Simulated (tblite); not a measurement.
Run report: C$_{5}$H$_{5}$NO$_{3}$, molecular dynamics

C$_{5}$H$_{5}$NO$_{3}$, computed with GFN2-xTB Langevin dynamics, gas phase (tblite 0.8.0).

It belongs to a series of runs on one base structure; here: H on C replaced by CH=NMe.

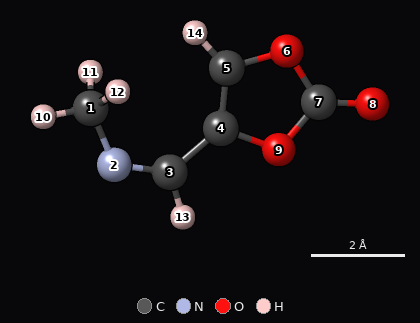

Fig. 1: The input geometry (ball-and-stick view, seen at a tilt; atoms are numbered from 1 in the order of the input).

Summary:

```json
{"quantity": "outcome", "value": "finished"}
{"quantity": "mean temperature over the second half", "value": "278 K"}
{"quantity": "trajectory", "value": "41 frames kept, 1000 fs"}
{"quantity": "hardware", "value": "1 CPU thread, shared host"}
{"quantity": "wall time", "value": "17 s"}
{"quantity": "peak memory", "value": "0.18 GiB"}
```

Input file:
```
{"job": {"kind": "md", "xc": "GFN2-xTB", "basis": "xTB", "temperature": 300, "steps": 2000, "every": 50}, "charge": 0, "multiplicity": 1}
C     -2.243775     0.129115    -0.484954
N     -1.846346     0.108456     0.888056
C     -0.644200     0.044463     1.257419
C      0.565340    -0.028701     0.453037
C      0.836669    -0.139274    -0.864885
O      2.184666    -0.174451    -1.040877
C      2.757040    -0.083060     0.191604
O      3.921852    -0.081233     0.409078
O      1.776645     0.004747     1.112168
H     -3.316190     0.317915    -0.511948
H     -2.043198    -0.834304    -0.960240
H     -1.722400     0.904633    -1.053413
H     -0.456898     0.046056     2.324984
H      0.230117    -0.214834    -1.742194
```

The first line tells a small driver script what to run in tblite; the rest is the geometry in Å.

Launch command:
```bash
OMP_NUM_THREADS=1 python <driver script> task.json out
```

The program's output:
```
t/fs     T/K      E/eV
    0.0   232.4   -771.91415
   25.0   229.9   -771.72574
   50.0   181.9   -771.59648
   75.0   189.7   -771.64600
  100.0   264.5   -771.70605
  125.0   229.4   -771.51137
  150.0   217.7   -771.65515
  175.0   256.1   -771.56109
  200.0   328.9   -771.74998
  225.0   269.1   -771.59915
  250.0   173.1   -771.47228
  275.0   213.8   -771.53639
  300.0   238.6   -771.60383
  325.0   200.1   -771.43420
  350.0   305.6   -771.62202
  375.0   226.5   -771.38189
  400.0   281.8   -771.54297
  425.0   348.6   -771.49293
  450.0   313.8   -771.33072
  475.0   357.3   -771.37133
  500.0   353.7   -771.47554
  525.0   276.8   -771.45088
  550.0   263.1   -771.35282
  575.0   274.0   -771.44455
  600.0   335.4   -771.39489
  625.0   316.4   -771.53679
  650.0   308.0   -771.46921
  675.0   184.2   -771.41386
  700.0   164.5   -771.50562
  725.0   270.7   -771.66577
  750.0   234.6   -771.46231
  775.0   228.0   -771.59140
  800.0   297.6   -771.43672
  825.0   323.8   -771.57590
  850.0   254.3   -771.50679
  875.0   204.7   -771.47814
  900.0   264.5   -771.48087
  925.0   294.6   -771.34280
  950.0   356.0   -771.36219
  975.0   249.1   -771.20877
 1000.0   375.8   -771.54774
```

Trajectory as extended XYZ (Å, eV, eV/Å), 15 of the 41 frames kept, from step=0 to step=40:
```
14
Properties=species:S:1:pos:R:3:forces:R:3 step=0 time_fs=0.0 energy=-771.91415 temperature=232.4
C    -2.2438    0.1291   -0.4850   -0.0015   0.0000   0.0015
N    -1.8463    0.1085    0.8881   -0.0011   0.0013  -0.0017
C    -0.6442    0.0445    1.2574   -0.0009   0.0001  -0.0023
C     0.5653   -0.0287    0.4530    0.0007   0.0002   0.0025
C     0.8367   -0.1393   -0.8649   -0.0004  -0.0015  -0.0025
O     2.1847   -0.1745   -1.0409   -0.0007  -0.0001   0.0002
C     2.7570   -0.0831    0.1916    0.0026   0.0019   0.0009
O     3.9219   -0.0812    0.4091   -0.0037  -0.0013  -0.0012
O     1.7766    0.0047    1.1122   -0.0003  -0.0001   0.0012
H    -3.3162    0.3179   -0.5119    0.0017  -0.0009   0.0019
H    -2.0432   -0.8343   -0.9602    0.0003  -0.0003  -0.0009
H    -1.7224    0.9046   -1.0534    0.0006  -0.0002  -0.0005
H    -0.4569    0.0461    2.3250    0.0014  -0.0003  -0.0006
H     0.2301   -0.2148   -1.7422    0.0014   0.0012   0.0015
14
Properties=species:S:1:pos:R:3:forces:R:3 step=3 time_fs=75.0 energy=-771.64600 temperature=189.7
C    -2.4262    0.2153   -0.4780   -0.3332   0.0274   1.0510
N    -2.0234    0.1001    0.9266   -0.5712  -0.0804  -0.9677
C    -0.8122   -0.0176    1.2201    0.5707   0.3728   0.2418
C     0.4180   -0.0553    0.4316   -1.4640   0.1239  -0.2982
C     0.7265   -0.2405   -0.8584   -0.1083  -0.2062  -0.2835
O     2.0626   -0.2580   -1.0089    1.4048   0.7095   0.8746
C     2.6083    0.0274    0.2459    0.0791  -1.0514   0.5476
O     3.7459    0.0193    0.6195   -0.9869   0.2775  -1.1353
O     1.5599    0.1260    1.1083    1.2746   0.2079   0.3778
H    -3.4539    0.6268   -0.5401    0.6209  -0.1749   0.2440
H    -2.4378   -0.7683   -0.9412    0.1226  -0.0103  -0.0727
H    -1.7142    0.8746   -0.9483    0.0399   0.1621  -0.6136
H    -0.5208    0.0141    2.2566   -0.3259  -0.1811   0.4721
H     0.1484   -0.3862   -1.7294   -0.3231  -0.1766  -0.4378
14
Properties=species:S:1:pos:R:3:forces:R:3 step=6 time_fs=150.0 energy=-771.65515 temperature=217.7
C    -2.3872    0.2318   -0.5962   -0.3379  -0.7471  -0.0500
N    -2.0428    0.0929    0.7827   -0.7401  -0.1599  -0.1330
C    -0.8959   -0.0442    1.2526    0.7727   0.3087  -0.5306
C     0.3746   -0.1219    0.5355    0.7526  -0.1804  -0.1614
C     0.7369   -0.6048   -0.6880   -0.2025   1.1782   1.9849
O     2.0844   -0.5859   -0.7783    0.4921  -0.3681  -0.4833
C     2.6037   -0.1655    0.3868   -2.2123   0.7677   0.5584
O     3.7256   -0.0263    0.6771    1.4299  -0.0514   0.1597
O     1.5380    0.1881    1.2246    0.2222  -0.8821  -0.8517
H    -3.2659    0.8604   -0.5820   -0.4868  -0.0082  -0.1621
H    -2.6522   -0.7644   -1.0511    0.2245   0.8748   0.5310
H    -1.6585    0.7232   -1.2253    0.5552   0.0028  -0.1477
H    -0.7690   -0.0278    2.3144   -0.0902  -0.0920   0.5100
H     0.0954   -0.7485   -1.4892   -0.3795  -0.6432  -1.2241
14
Properties=species:S:1:pos:R:3:forces:R:3 step=9 time_fs=225.0 energy=-771.59915 temperature=269.1
C    -2.4007   -0.2838   -0.5177    0.1741   0.5510   0.0055
N    -1.9570    0.2167    0.7276   -0.8280   0.2201   0.1165
C    -0.7999    0.1781    1.1661    1.1931  -0.0918  -0.3218
C     0.4322   -0.3083    0.4801   -2.2336   1.0420   1.7694
C     0.7377   -1.0886   -0.5395    1.5034  -0.2533  -1.2682
O     2.1198   -1.0406   -0.6545    0.0627   0.2525   0.4824
C     2.6133   -0.2324    0.3619   -1.3059  -0.8992  -0.7905
O     3.7589   -0.0290    0.5238    0.4792   0.3869   0.3928
O     1.5314    0.2037    1.0760    1.7168  -0.1746  -0.4053
H    -3.3272    0.2389   -0.6678   -0.5686  -0.0759  -0.4604
H    -2.5324   -1.3289   -0.4266   -0.5487  -1.1888   0.1414
H    -1.7397   -0.1671   -1.3692    0.4144   0.3990  -0.1535
H    -0.6283    0.6765    2.1127    0.1934  -0.2147   0.0444
H     0.2825   -1.6184   -1.3563   -0.2523   0.0469   0.4472
14
Properties=species:S:1:pos:R:3:forces:R:3 step=11 time_fs=275.0 energy=-771.53639 temperature=213.8
C    -2.3923   -0.7603   -0.5434   -0.3280   0.3390   0.8928
N    -1.9994    0.1077    0.5645   -0.0017  -0.4865  -0.0107
C    -0.8340    0.2164    1.0339   -0.2036   0.6089   0.5247
C     0.4007   -0.3014    0.5257    0.3734  -0.0610   0.6216
C     0.7163   -1.2344   -0.3694    0.6463  -0.0735  -1.2992
O     2.0801   -1.1501   -0.5350   -0.1878  -1.8227  -1.6803
C     2.6187   -0.2363    0.2856   -2.5949  -1.2827  -0.0759
O     3.7488   -0.0035    0.3584    2.5239   0.9164   0.3550
O     1.5955    0.2165    1.0037   -0.7411   1.5083   0.9966
H    -3.4667   -0.5565   -0.6450    0.1822  -0.0993  -0.1679
H    -2.2986   -1.8289   -0.2357    0.2695   0.7448  -0.4698
H    -1.9011   -0.5035   -1.4929    0.1079  -0.3528   0.3968
H    -0.6310    0.8522    1.9199   -0.6186  -0.1896  -0.5620
H     0.1229   -1.8473   -1.0484    0.5723   0.2506   0.4782
14
Properties=species:S:1:pos:R:3:forces:R:3 step=14 time_fs=350.0 energy=-771.62202 temperature=305.6
C    -2.3394   -1.0606   -0.5772    0.6730   0.9190   0.7620
N    -2.0383   -0.0314    0.4077   -0.1334   0.1418   0.2213
C    -0.9038    0.2761    0.8969   -1.3799  -0.1988  -1.1311
C     0.3703   -0.2075    0.4964    2.0485  -0.2848  -0.3014
C     0.8279   -1.3190   -0.1245   -1.6851  -0.7857   0.0472
O     2.1568   -1.3681   -0.1699   -0.2259  -0.3258  -0.4551
C     2.5709   -0.2207    0.3802   -0.5309   0.0323   0.2331
O     3.7007    0.0351    0.5012    2.3762   0.9289   0.3122
O     1.5469    0.5249    0.7891   -1.1269  -0.2820   0.0766
H    -3.2048   -0.7470   -1.1817    0.1912  -0.1500   0.5999
H    -2.5430   -1.9252    0.0620   -0.1922  -0.1113  -0.5744
H    -1.4974   -1.2308   -1.2472    0.0359  -0.2785  -0.0986
H    -0.8609    1.0607    1.6238   -0.1886   0.3083   0.3061
H     0.2829   -2.1823   -0.4701    0.1381   0.0865   0.0023
14
Properties=species:S:1:pos:R:3:forces:R:3 step=17 time_fs=425.0 energy=-771.49293 temperature=348.6
C    -2.2162   -1.1224   -0.4495   -0.8284   1.8150  -1.6281
N    -1.9505    0.0884    0.2625   -0.2836  -0.2011   0.5237
C    -0.8107    0.4844    0.5747    1.2014  -0.6779  -0.0466
C     0.5201   -0.2120    0.3201   -1.8293   0.2138   0.5037
C     0.9032   -1.4927    0.0525    0.4665   1.7426   1.0181
O     2.2378   -1.5278    0.3402    1.0580  -0.6741  -0.4327
C     2.6905   -0.2635    0.6901    0.9368  -0.6520  -0.1093
O     3.8200    0.0911    0.8986   -1.4059  -0.8538  -0.2277
O     1.6151    0.4894    0.7167   -0.4654   1.4621   0.0936
H    -3.2528   -0.9005   -0.8650    1.0835  -0.8811   0.3160
H    -2.2074   -1.9623    0.2061   -0.0460  -0.5188   0.2662
H    -1.4834   -1.1984   -1.2783   -0.4220  -0.4980   0.2755
H    -0.7940    1.3677    1.2069    0.4742   0.0054  -0.3393
H     0.3654   -2.3812   -0.1553    0.0603  -0.2822  -0.2129
14
Properties=species:S:1:pos:R:3:forces:R:3 step=20 time_fs=500.0 energy=-771.47554 temperature=353.7
C    -2.1820   -1.1387   -0.1101    1.0937  -0.4994  -0.7636
N    -1.7994    0.2016    0.0312    2.1306   1.1764   0.9095
C    -0.6370    0.6082    0.4057   -1.6201  -1.5019  -0.0019
C     0.5976   -0.1168    0.6793   -0.0923   1.1519  -0.7638
C     0.9315   -1.3776    0.3954    0.4140  -0.2267  -0.3353
O     2.2624   -1.5545    0.4184    0.6844   1.0771   0.8149
C     2.7929   -0.3377    0.8314    0.4077   0.1412   0.0973
O     3.9366   -0.1827    1.1385   -0.9929   0.0956  -0.4397
O     1.7927    0.6031    0.8748    0.0302  -1.6514   0.2795
H    -3.2215   -1.0856    0.0838   -1.1273  -0.5841  -0.0244
H    -1.6611   -1.8444    0.5664   -0.2783   0.1815  -0.3232
H    -1.9733   -1.3930   -1.1778   -0.3564  -0.2405   0.6854
H    -0.6306    1.6263    0.6145    0.4654   1.6940   0.0519
H     0.4023   -2.2201    0.0821   -0.7589  -0.8137  -0.1867
14
Properties=species:S:1:pos:R:3:forces:R:3 step=23 time_fs=575.0 energy=-771.44455 temperature=274.0
C    -2.1877   -1.0319    0.2623    0.3459   0.9576  -0.4560
N    -1.7278    0.3812    0.0322   -0.7992  -1.9652   0.3263
C    -0.5408    0.6873    0.2922    0.2361   1.2113   0.6172
C     0.6116   -0.1608    0.6088   -0.1204   0.4149  -0.2194
C     0.9473   -1.4316    0.3340   -0.5232  -1.2598  -0.1237
O     2.2730   -1.6834    0.5487   -0.9372   1.9372  -0.1363
C     2.7788   -0.4006    0.8345    0.3289  -0.9952   0.2860
O     3.9453   -0.2082    0.8920   -0.1074   0.4291   0.2581
O     1.7662    0.4705    1.0139    0.9072  -0.2390  -0.4371
H    -3.2711   -1.0381    0.3238   -0.1645   0.3393  -0.2327
H    -1.8364   -1.3092    1.2599    0.2670  -0.4111  -0.3547
H    -1.9159   -1.7577   -0.5456    0.1241   0.7608   0.7569
H    -0.3593    1.8028    0.3830    0.1370  -1.3314  -0.4175
H     0.3201   -2.2428   -0.0104    0.3056   0.1516   0.1329
14
Properties=species:S:1:pos:R:3:forces:R:3 step=26 time_fs=650.0 energy=-771.46921 temperature=308.0
C    -2.1769   -0.8255    0.2287    0.6666   0.1563  -1.3644
N    -1.7063    0.5079    0.4099   -1.4873   0.4442   0.2461
C    -0.5088    0.8568    0.4324    0.1132   0.8851  -0.2166
C     0.6427    0.0042    0.3238    1.7937  -0.6625   0.7076
C     0.8575   -1.3413    0.4314    1.8648   0.6601   0.6927
O     2.2564   -1.5138    0.7093   -1.3753   0.5556  -0.0001
C     2.8510   -0.2628    0.8432    0.0815  -0.5467  -0.8022
O     4.0048   -0.0604    1.1144   -2.0873  -0.2515  -0.3907
O     1.8884    0.6417    0.4938   -0.0375  -0.3320   0.4254
H    -3.2670   -0.8553    0.0523    0.6223   0.1858   0.2859
H    -1.8671   -1.3988    1.0790   -0.1979  -0.5183   0.5512
H    -1.6356   -1.2364   -0.6560   -0.5231  -0.1737   0.3187
H    -0.3143    1.9405    0.5952    0.0225  -0.8930  -0.1926
H     0.2222   -2.2200    0.5110    0.5438   0.4905  -0.2610
14
Properties=species:S:1:pos:R:3:forces:R:3 step=29 time_fs=725.0 energy=-771.66577 temperature=270.7
C    -2.0970   -0.9263    0.1894   -0.2972   0.1612   0.2394
N    -1.7204    0.4441    0.2988   -0.0094  -0.0956   0.0429
C    -0.5613    0.8803    0.4413    1.2744  -0.5121   0.4958
C     0.6947    0.0896    0.6219    0.3499   0.7494  -0.5643
C     0.9907   -1.2230    0.6131   -0.7571  -0.5496  -0.3456
O     2.3289   -1.4348    0.6753   -0.0954   0.0565   0.0053
C     2.9098   -0.2299    0.7307    0.7308   1.3727   0.4545
O     4.0774    0.0052    0.8780   -1.2376  -0.3420  -0.3422
O     1.9263    0.7438    0.6702    0.0675  -0.6670   0.2003
H    -3.1456   -0.7873   -0.0281   -0.4095  -0.7805  -0.5677
H    -2.0517   -1.5077    1.1140    0.2877   0.2794   0.2084
H    -1.5149   -1.4838   -0.5520   -0.3142   0.2025  -0.1337
H    -0.4616    1.9530    0.4667    0.2966   0.1175   0.0362
H     0.3686   -2.0848    0.4567    0.1136   0.0077   0.2707
14
Properties=species:S:1:pos:R:3:forces:R:3 step=31 time_fs=775.0 energy=-771.59140 temperature=228.0
C    -2.1405   -0.8544    0.2914    0.0971   0.9587   0.8712
N    -1.6814    0.5330    0.3452    1.7828  -0.5438   1.0276
C    -0.4581    0.8276    0.6442   -1.7427  -0.6309  -0.7377
C     0.7158   -0.0494    0.7803   -0.2261  -0.1807  -0.1852
C     1.0981   -1.3572    0.6041   -2.4128   0.8953   0.0112
O     2.3956   -1.4764    0.6991    1.7753   0.2929  -0.4142
C     2.9256   -0.2061    0.8144    0.2545  -0.2918   1.2895
O     4.0937    0.0062    0.9242   -0.7515   0.2417  -0.3149
O     1.8845    0.6455    0.9745    1.0723   0.0093  -0.4313
H    -3.2196   -0.8268    0.4842    0.1884  -0.0001  -0.5977
H    -1.7282   -1.5091    1.0683    0.3171   0.2270  -0.0162
H    -1.8472   -1.2458   -0.6619   -0.2970  -0.3215  -0.5634
H    -0.2568    1.9058    0.7065    0.1435  -0.5995  -0.0098
H     0.5466   -2.2448    0.3796   -0.2009  -0.0567   0.0709
14
Properties=species:S:1:pos:R:3:forces:R:3 step=34 time_fs=850.0 energy=-771.50679 temperature=254.3
C    -2.2278   -0.7397    0.5549   -0.8675  -0.4513  -0.7862
N    -1.6198    0.5145    0.5664    1.3610  -0.0343   0.7346
C    -0.3944    0.6753    0.8272    0.5427   1.3726  -1.1288
C     0.8501   -0.1472    0.8040   -0.6492   1.6247   0.5975
C     1.1759   -1.3995    0.4639    1.0643   0.9753   0.4786
O     2.5353   -1.5404    0.5871   -0.2750  -0.0418  -0.1326
C     3.0363   -0.3618    0.9996    1.5393   0.9836   0.5777
O     4.2039   -0.1592    1.2350   -1.7729  -0.2276  -0.3929
O     2.0342    0.5695    1.1329   -0.6089  -2.0536  -0.4720
H    -2.9791   -0.6628    1.3263   -0.4443  -0.3027   0.3742
H    -1.5644   -1.5941    0.7578   -0.2758   0.0630  -0.3834
H    -2.8025   -0.7695   -0.4045    0.5287  -0.5157   0.5717
H    -0.1708    1.7543    0.8307    0.4424  -0.4185   0.2926
H     0.6248   -2.1980    0.0926   -0.5847  -0.9737  -0.3308
14
Properties=species:S:1:pos:R:3:forces:R:3 step=37 time_fs=925.0 energy=-771.34280 temperature=294.6
C    -2.0974   -0.7916    0.6276   -0.5525   1.7793   0.9849
N    -1.4958    0.5523    0.7627   -1.6597  -0.8187   0.5123
C    -0.2918    0.8847    0.8530   -0.3855  -0.6415  -1.2403
C     0.8774    0.0063    0.5635   -0.2955  -0.8392   0.1179
C     1.2197   -1.2156    0.0179   -0.3558   1.3627   0.9651
O     2.5320   -1.4669    0.3258   -0.3197   0.3612   0.1463
C     2.9982   -0.4332    1.0748    0.7863   0.2477  -0.0640
O     4.1300   -0.3457    1.4805   -1.8613   0.1542  -0.3803
O     1.9591    0.4773    1.2032    2.3911  -0.2888   0.4786
H    -2.9300   -0.8885    1.4265    1.6672   0.1593  -0.8075
H    -1.3504   -1.5478    0.6327    0.3870  -0.8379   0.4000
H    -2.6677   -0.8813   -0.2793    0.0173   0.3681  -0.6350
H    -0.1212    1.9608    1.0761    0.2747  -1.0244  -0.1954
H     0.6835   -1.9919   -0.4732   -0.0936   0.0180  -0.2826
14
Properties=species:S:1:pos:R:3:forces:R:3 step=40 time_fs=1000.0 energy=-771.54774 temperature=375.8
C    -1.9122   -0.7546    0.6117   -0.4614   0.4667  -0.5570
N    -1.5572    0.6833    0.7659    1.1780  -2.2407  -0.0779
C    -0.3140    0.9297    0.8432   -0.8163   1.0275  -0.2534
C     0.8287    0.0343    0.7621   -0.2223  -0.2578  -0.0867
C     1.1001   -1.1089    0.1023   -0.2678  -0.0271   0.3820
O     2.3438   -1.5611    0.3961    0.1334   0.9726   0.4151
C     2.8623   -0.6059    1.2510   -0.5966  -0.2598  -0.2848
O     3.9311   -0.5884    1.7309    1.3567  -0.4191   0.3256
O     1.9459    0.3351    1.4844   -0.0033   0.4905   0.0346
H    -3.0095   -0.7424    0.6861    0.3123  -0.3006  -0.1907
H    -1.5217   -1.4410    1.4057   -0.0213   0.7913  -0.6547
H    -1.5949   -1.1466   -0.4156   -0.5325   0.5831   1.3844
H    -0.0889    1.9967    0.9498    0.2411  -0.3452   0.1608
H     0.4914   -1.6996   -0.5151   -0.3000  -0.4814  -0.5973
```

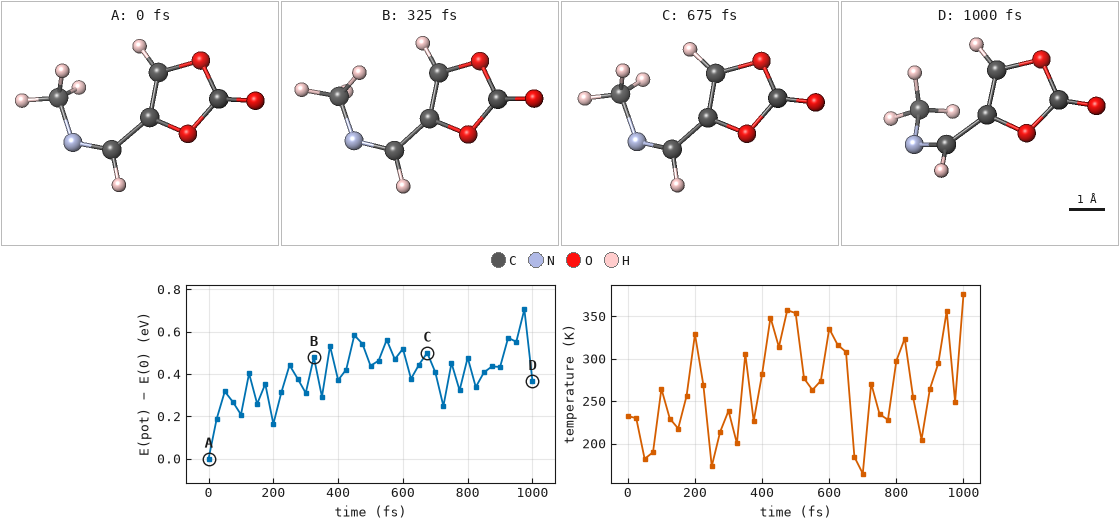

Fig. 2: Frames of the molecular dynamics (ball-and-stick, seen at a tilt) above the curves, on which the letters mark them. The trajectory kept here has 41 frames over 1000 fs. The temperature starts at 232 K, ranges from 164 to 376 K and averages 278 K over the second half. The potential energy ends 0.366 eV above its first value. After an unweighted best fit of the last frame on the first, the root-mean-square displacement is 0.48 Å, and H14 has moved furthest (0.93 Å).
